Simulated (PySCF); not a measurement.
# F₂H₆Si₂, SMILES `[SiH3]F.[SiH3]F`: electronic structure

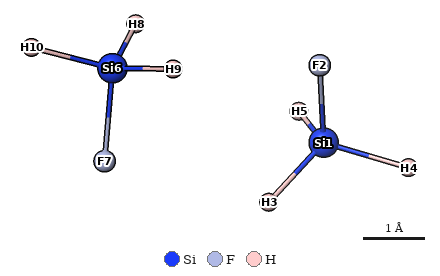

The molecule, with its atoms numbered as below. The pair's geometry is semi-empirical, so its contact may be too short or too long.

Coordinates in Å:

```
Si1     -2.0669   -0.4054    0.0741
F2      -1.4885    1.0756   -0.1747
H3      -1.1378   -1.3073   -0.5799
H4      -3.3886   -0.3877   -0.5364
H5      -2.1173   -0.5401    1.5221
Si6      1.9595    0.4352    0.0799
F7       1.7174   -1.1389   -0.1555
H8       1.2459    0.7414    1.3081
H9       1.4364    1.0845   -1.1086
H10      3.4043    0.5622    0.2125
```

### 1. Bonding charge

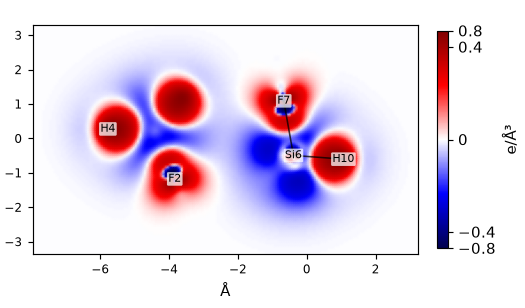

Deformation density (molecule less spherical, spin-averaged free atoms) in the plane of F2, H4, Si6, F7 and H10; colour scale in e/Å³, logarithmic beyond ±0.1; red: gain, blue: loss.

Computed with PySCF, TPSS/6-311G**, geometry: GFN2-xTB.

How much density has each bond in this plane gained at its critical point, relative to the free atoms?

Answer. Si6–H10: +0.22 e/Å³ at the bond critical point (bond length 1.46 Å, Mayer order 0.9). Si6–F7: +0.02 e/Å³ at the bond critical point (bond length 1.61 Å, Mayer order 0.9); up to 0.6 Å beside the axis the gain reaches +0.22 e/Å³. In all, 2.3 electrons gather in the regions of gain relative to the promolecule. A small or negative value marks a very polar bond, one between electron-rich atoms, whose free-atom densities already overlap strongly, a long bond to a heavier atom, or a closed-shell contact such as a hydrogen bond.

Where do the Hirshfeld charges lie?

Answer. The highest Hirshfeld charge is on Si1 (+0.43 e), the lowest on F7 (−0.20 e).

### 2. Electrostatic potential

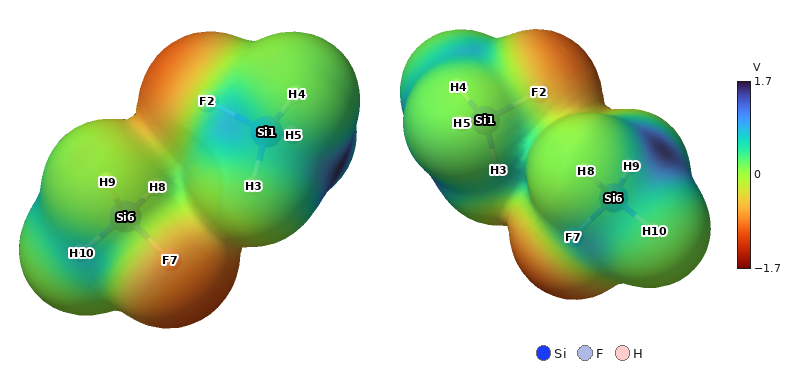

Electrostatic potential on the surface of electron density 0.001 a.u. (back view left, front view right).

Where are the extremes of the potential on the surface?

Answer. Highest: 1.62 V, near Si1 (1.97 Å), H3 (2.04 Å) and H5 (2.06 Å). Further maxima include 0.82 V, off the Si1–H3 bond (1.9 to 2.0 Å from its atoms); 0.80 V, near H4 (1.94 Å), H5 (2.04 Å) and Si1 (2.05 Å). Lowest: −1.06 V, 1.6 Å from F7. The surface is sampled at points, so like sites can differ by a few per cent and only the strongest of them is named.

### 3. Weak contacts

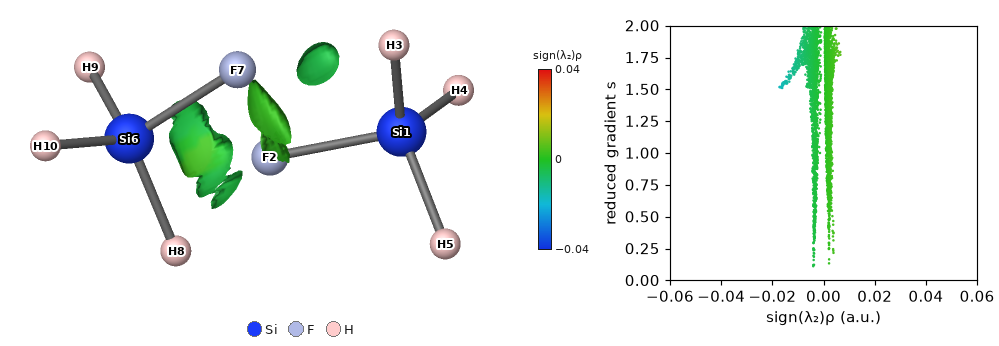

Non-covalent interaction surfaces between the fragments (reduced density gradient s = 0.5, coloured by sign(λ₂)ρ in a.u.; trimmed to the region between the fragments where ρ is under 0.06 a.u.). Fragment A: SiH3F (atoms 1–5); fragment B: SiH3F. The plot gives s against sign(λ₂)ρ for grid points between the fragments.

Which interactions hold the two fragments together?

Answer. Bond critical points between the fragments: H3···F7, 2.89 Å, ρ = 0.004 a.u.; F2···H9, 3.07 Å, ρ = 0.004 a.u., a bond path close to vanishing (ellipticity 3.6). All are weak and appear green (van der Waals range). Several contacts close a ring, whose ring point adds a part with positive λ₂ between them. The pose is a local one from a semi-empirical search, not shown to be the most stable.

How strongly are they bound?

Answer. The counterpoise-corrected interaction energy of the frozen fragments is 0.0 kcal/mol without dispersion correction and −1.6 kcal/mol with D3(BJ). The pair geometry is semi-empirical, not a minimum at this level.

### 4. Binding density

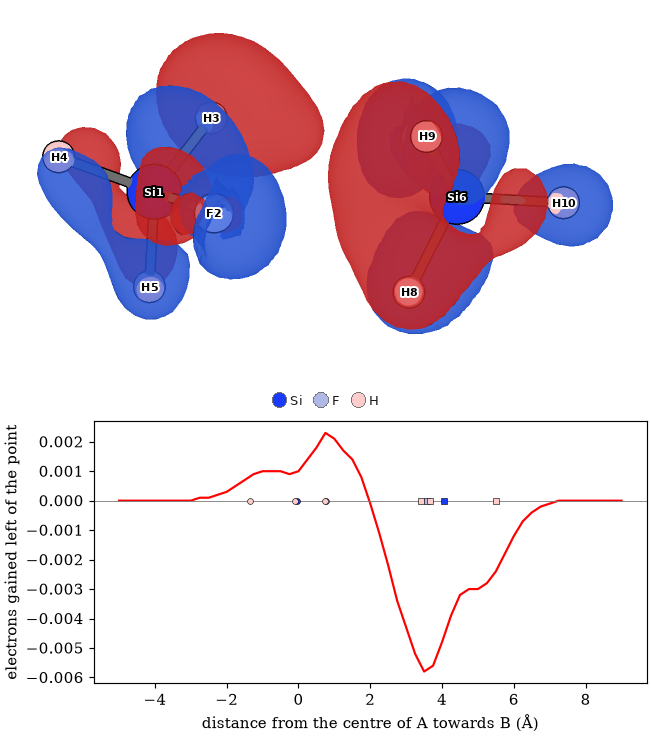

Density of the complex less the densities of the two fragments at the same geometry, ±0.0008 e/Å³ (blue: gain, red: loss). Fragment A: SiH3F (atoms 1–5); fragment B: SiH3F. Below: the charge-displacement curve along the line of centres (A on the left).

How is the density rearranged on binding?

Answer. Hirshfeld charges show almost no net transfer (under 0.005 e). By Hirshfeld charges, electrons gather most on F2 (−0.004 e) and leave H3 most (+0.007 e); 0.03 e is displaced in all, which induces a dipole of 0.08 D.

The PySCF runs shown took 30 s and 74 s on 1 thread of Intel(R) Xeon(R) Platinum 8175M CPU @ 2.50GHz (Skylake/Cascade Lake), on a shared host.
